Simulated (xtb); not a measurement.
## TaN$_{3}$H$_{6}$O: frequency calculation (part 2 of 2)

Continued. System: TaN$_{3}$H$_{6}$O. Method: GFN1-xTB (xtb 6.7.1). The geometry was optimised with GFN1-xTB. The settings are looser than a standard set-up, so the numbers are not reference values.

Geometry of the input (Å):
```
N  -0.9929  1.4511  0.2791
Ta 0.5085  0.2388  0.2006
N  -0.0147  -1.3219  1.2107
N  0.6331  -0.3351  -1.6392
O  1.9666  0.9470  0.7772
H  -1.0125  2.4061  0.6053
H  -1.9270  1.2066  -0.0177
H  -0.8431  -1.8653  1.0139
H  0.4518  -1.7447  1.9997
H  -0.1257  -0.7717  -2.1429
H  1.4214  -0.2678  -2.2659
```

### The program's output, continued
```
 ---------------------------------------------------------------------------
     #   Z sym  total        # sym  WBO       # sym  WBO       # sym  WBO
 ---------------------------------------------------------------------------
     1   7 N    3.059 --     2 Ta   1.078     7 H    0.915     6 H    0.913
     2  73 Ta   5.468 --     5 O    2.028     1 N    1.078     4 N    1.078
                             3 N    1.078
     3   7 N    3.059 --     2 Ta   1.078     8 H    0.915     9 H    0.913
     4   7 N    3.059 --     2 Ta   1.078    10 H    0.915    11 H    0.913
     5   8 O    2.189 --     2 Ta   2.028
     6   1 H    0.960 --     1 N    0.913
     7   1 H    0.966 --     1 N    0.915
     8   1 H    0.966 --     3 N    0.915
     9   1 H    0.960 --     3 N    0.913
    10   1 H    0.966 --     4 N    0.915
    11   1 H    0.960 --     4 N    0.913
 ---------------------------------------------------------------------------

Topologies differ in total number of bonds
Writing topology from bond orders to xtbtopo.mol

 dipole moment from electron density (au)
     X       Y       Z
  -2.4775  -1.2037  -0.9798  total (Debye):    7.431

           -------------------------------------------------
          |               Frequency Printout                |
           -------------------------------------------------
 projected vibrational frequencies (cm⁻¹)
eigval :       -0.00    -0.00     0.00     0.00     0.00     0.00
eigval :       84.66   132.51   132.66   144.95   149.93   149.97
Refinement of some symmetry elements was terminated before convergence was reached.
Some symmetry elements may remain unidentified.
Molecule has the following symmetry elements: (C3) 3*(sigma)
It seems to be the C3v point group
eigval :      313.89   315.24   394.13   394.49   415.56   508.57
eigval :      525.46   526.09   571.13   580.61   580.76   923.36
eigval :     1495.96  1496.58  1496.69  3445.60  3445.93  3446.63
eigval :     3508.47  3508.71  3509.48
 reduced masses (amu)
   1: 97.41   2: 99.59   3:118.09   4: 66.58   5: 46.73   6: 20.08   7:  1.08   8: 29.16
   9: 29.10  10: 30.14  11: 17.83  12: 17.92  13:  2.56  14:  2.55  15:  4.05  16:  4.05
  17:  7.86  18:  3.54  19:  7.52  20:  7.39  21: 16.80  22: 27.86  23: 27.93  24: 30.97
  25:  2.45  26:  2.40  27:  2.40  28:  1.58  29:  1.58  30:  1.58  31:  2.09  32:  2.09
  33:  2.09
 IR intensities (km·mol⁻¹)
   1:  3.22   2:  2.17   3:  2.40   4:  5.23   5:  8.60   6:  6.82   7:  0.12   8: 17.18
   9: 17.56  10: 10.26  11:  0.06  12:  0.18  13:  7.05  14:  5.77  15: 35.98  16: 34.89
  17:292.07  18:  0.48  19:734.17  20:719.87  21:  8.82  22: 34.04  23: 35.29  24: 73.20
  25: 28.34  26: 50.72  27: 47.64  28:  1.35  29:  0.96  30:  0.70  31:  0.22  32:  5.42
  33:  7.44
 Raman intensities (Ä⁴*amu⁻¹)
   1:  0.00   2:  0.00   3:  0.00   4:  0.00   5:  0.00   6:  0.00   7:  0.00   8:  0.00
   9:  0.00  10:  0.00  11:  0.00  12:  0.00  13:  0.00  14:  0.00  15:  0.00  16:  0.00
  17:  0.00  18:  0.00  19:  0.00  20:  0.00  21:  0.00  22:  0.00  23:  0.00  24:  0.00
  25:  0.00  26:  0.00  27:  0.00  28:  0.00  29:  0.00  30:  0.00  31:  0.00  32:  0.00
  33:  0.00
 output can be read by thermo (or use thermo option).
 writing <g98.out> molden fake output.
 recommended (thermochemical) frequency scaling factor: 1.0
           -------------------------------------------------
          |             Thermodynamic Functions             |
           -------------------------------------------------

c3v symmetry found (for desy threshold:  0.10E+00) used in thermo

          ...................................................
          :                      SETUP                      :
          :.................................................:
          :  # frequencies                          27      :
          :  # imaginary freq.                       0      :
          :  linear?                             false      :
          :  only rotor calc.                    false      :
          :  symmetry                              c3v      :
          :  rotational number                       3      :
          :  scaling factor                  1.0000000      :
          :  rotor cutoff                   50.0000000 cm⁻¹ :
          :  imag. cutoff                  -20.0000000 cm⁻¹ :
          :.................................................:

    mode    ω/cm⁻¹     T·S(HO)/kcal·mol⁻¹    T·S(FR)/kcal·mol⁻¹   T·S(vib)
   ------------------------------------------------------------------------
       1     84.66    -1.12692 ( 89.16%)    -0.90017 ( 10.84%)    -1.10233
       2    132.51    -0.86740 ( 98.01%)    -0.76759 (  1.99%)    -0.86541
       3    132.66    -0.86675 ( 98.02%)    -0.76725 (  1.98%)    -0.86478
       4    144.95    -0.81619 ( 98.60%)    -0.74104 (  1.40%)    -0.81515
       5    149.93    -0.79698 ( 98.78%)    -0.73102 (  1.22%)    -0.79617
       6    149.97    -0.79683 ( 98.78%)    -0.73095 (  1.22%)    -0.79603
   ------------------------------------------------------------------------

   temp. (K)  partition function   enthalpy   heat capacity  entropy
                                   cal/mol     cal/K/mol   cal/K/mol   J/K/mol
 298.15  VIB   415.                 4388.050     26.584     26.592
         ROT  0.536E+05              888.752      2.981     24.620
         INT  0.222E+08             5276.802     29.565     51.211
         TR   0.371E+28             1481.254      4.968     42.370
         TOT                        6758.0559    34.5331    93.5812   391.5439

       T/K    H(0)-H(T)+PV         H(T)/Eh          T*S/Eh         G(T)/Eh
   ------------------------------------------------------------------------
    298.15    0.107696E-01    0.841222E-01    0.444635E-01    0.396587E-01
   ------------------------------------------------------------------------

         :::::::::::::::::::::::::::::::::::::::::::::::::::::
         ::                  THERMODYNAMIC                  ::
         :::::::::::::::::::::::::::::::::::::::::::::::::::::
         :: total free energy         -19.531560867477 Eh   ::
         ::.................................................::
         :: total energy              -19.571219586067 Eh   ::
         :: zero point energy           0.073352540011 Eh   ::
         :: G(RRHO) w/o ZPVE           -0.033693821421 Eh   ::
         :: G(RRHO) contrib.            0.039658718590 Eh   ::
         :::::::::::::::::::::::::::::::::::::::::::::::::::::

           -------------------------------------------------
          | TOTAL ENERGY              -19.571219586067 Eh   |
          | TOTAL ENTHALPY            -19.487097398479 Eh   |
          | TOTAL FREE ENERGY         -19.531560867477 Eh   |
          | GRADIENT NORM               0.000090523762 Eh/α |
          | HOMO-LUMO GAP               3.662019619252 eV   |
           -------------------------------------------------

------------------------------------------------------------------------
------------------------------------------------------------------------
 total:
 *  cpu-time:     0 d,  0 h,  0 min,  1.410 sec
 * ratio c/w:     0.999 speedup
 SCF:
 *  cpu-time:     0 d,  0 h,  0 min,  0.027 sec
 * ratio c/w:     1.000 speedup
 analytical hessian:
 *  cpu-time:     0 d,  0 h,  0 min,  1.360 sec
 * ratio c/w:     0.999 speedup
```

### File vibspectrum
```
$vibrational spectrum
#  mode     symmetry     wave number   IR intensity    selection rules
#                         cm**(-1)      (km*mol⁻¹)        IR
     1                      -0.00         0.00000          -
     2                      -0.00         0.00000          -
     3                       0.00         0.00000          -
     4                       0.00         0.00000          -
     5                       0.00         0.00000          -
     6                       0.00         0.00000          -
     7        a             84.66         0.11981         YES
     8        a            132.51        17.18410         YES
     9        a            132.66        17.55622         YES
    10        a            144.95        10.25726         YES
    11        a            149.93         0.06474         YES
    12        a            149.97         0.17966         YES
    13        a            313.89         7.04870         YES
    14        a            315.24         5.76527         YES
    15        a            394.13        35.97756         YES
    16        a            394.49        34.89444         YES
    17        a            415.56       292.06827         YES
    18        a            508.57         0.47587         YES
    19        a            525.46       734.16802         YES
    20        a            526.09       719.86618         YES
    21        a            571.13         8.81887         YES
    22        a            580.61        34.03577         YES
    23        a            580.76        35.29036         YES
    24        a            923.36        73.20248         YES
    25        a           1495.96        28.33891         YES
    26        a           1496.58        50.72087         YES
    27        a           1496.69        47.63699         YES
    28        a           3445.60         1.34589         YES
    29        a           3445.93         0.95898         YES
    30        a           3446.63         0.69899         YES
    31        a           3508.47         0.22352         YES
    32        a           3508.71         5.42023         YES
    33        a           3509.48         7.44429         YES
$end
```

### Standard error
```
normal termination of xtb
```

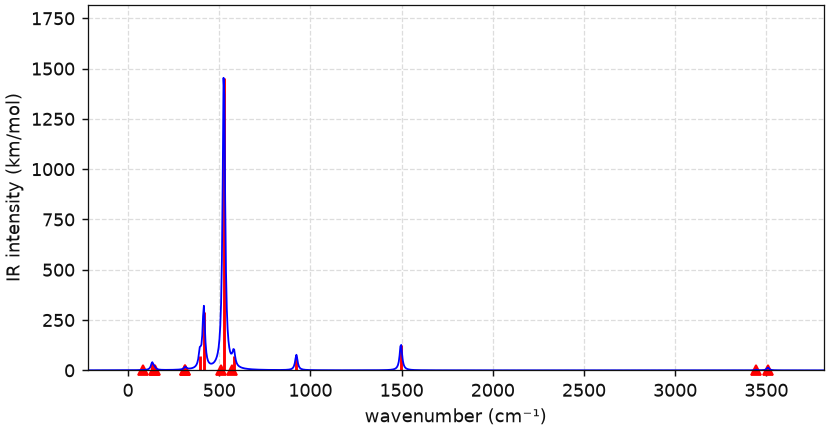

Fig. 1: Harmonic infrared spectrum, unscaled: sticks (degenerate modes added up, dark ones marked on the axis) with a Lorentzian envelope of 16 cm⁻¹ full width, scaled to the tallest stick. 27 modes from 85 to 3509 cm⁻¹, none imaginary. The strongest line is at 526 cm⁻¹ (1454 km/mol).

### Summary

| quantity | value |
| --- | --- |
| outcome | converged |
| electrons treated | 32 |
| total energy | −19.571220 hartree |
| dispersion energy | −0.003501 hartree |
| basis functions | 38 |
| HOMO | −10.13 eV |
| LUMO | −6.47 eV |
| zero-point energy | 0.073353 hartree |
| dipole moment | 7.43 D |
| wavenumbers, lowest and highest | 85 and 3509 cm⁻¹ |
| wall time | 1.5 s |
| peak memory | 0.072 GiB |

Settings chosen away from the usual ones: method = gfn1-xtb; task = frequencies; x = {"hess_scc_accuracy": 3}; geo = {"prev": "A"}. These settings are looser than, or depart from, a standard set-up, so the numbers are not reference values for this system.
